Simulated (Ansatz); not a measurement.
**MgTe: response to strain**

Consider MgTe in the wurtzite structure (space group P6_3mc, No. 186; a = 4.509 Å, c = 7.338 Å). Axes: x lies along a and z along c of the hexagonal cell.

Strains are applied to the cell and any free atomic positions relax.

Calculations: LDA, PAW, 420 eV (Ansatz, a quantum-chemistry and plane-wave program; without spin-orbit coupling).

Notes on the quantities. pressure: mean of the normal stresses, compression positive.

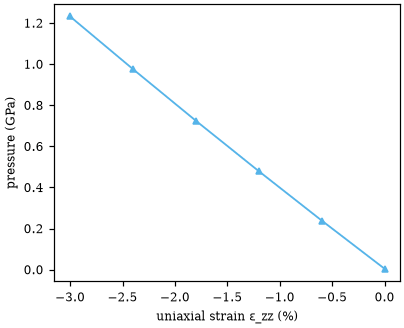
Figure: Pressure against uniaxial strain ε_zz

```csv
uniaxial strain ε_zz (%),pressure
-3,1.23 GPa
-2.4,0.98 GPa
-1.8,0.72 GPa
-1.2,0.48 GPa
-0.6,0.24 GPa
```

No phonon test of stability was made.
